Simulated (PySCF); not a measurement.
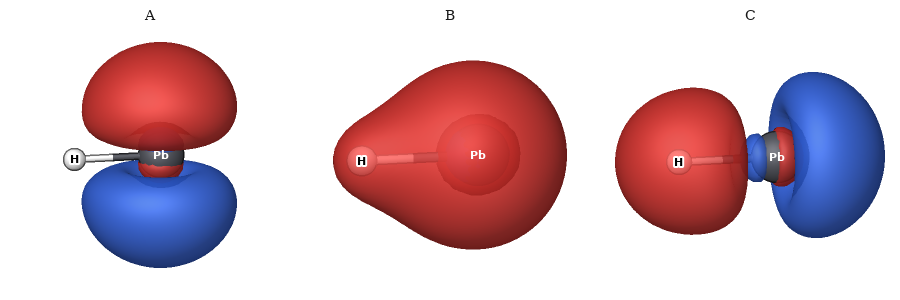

*PbH (charge +1). Three frontier orbitals, each drawn at the value that holds 80 % of its norm (blue and red are the two phases), in no order; of a degenerate pair one member is drawn.*

Core potentials replace the inner electrons of Pb.

Computed with PBE0/aug-cc-pVDZ(-PP), non-relativistic Hamiltonian with scalar-relativistic core potentials where named, at a bond length of 1.840 Å in PySCF.

> Name the orbitals and rank them from lowest to highest energy.

Orbital B: σ, occupied, −20.81 eV; mainly on Pb (90 %).
Orbital C: σ, occupied, −13.55 eV; shared between the atoms (H 40 %, Pb 60 %).
Orbital A: π, empty, −9.09 eV; almost wholly on Pb.
